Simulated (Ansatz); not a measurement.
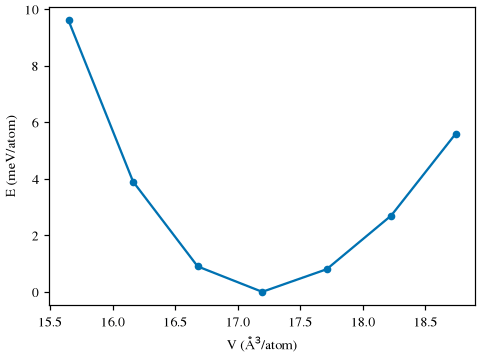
TeO2 in space group Pbcn (No. 60; Te on 4c, O on 8d) under volume change, DFT-PBE in the program Ansatz with PAW potentials, shape and atoms relaxed at each volume.

### Question
What does a third-order Birch–Murnaghan fit give for V₀, B₀ and B′?

### Answer
V₀ = 17.20 Å³/atom, B₀ = 16.6 GPa, B′ = 7.9.

The cell is a constructed one: a structure type filled with these elements; neither database checked (COD, Materials Project) lists it. COD files the formula under space group No. 19, 61, 92, 136. Whether it is the stable phase at ambient conditions was not checked. The PBE relaxation kept the symmetry of its start; whether a distortion lowers the energy is not shown. Scalar-relativistic: spin–orbit coupling is off unless named, which matters more the heavier the elements.

Potentials: the earlier of the program's two PAW sets.
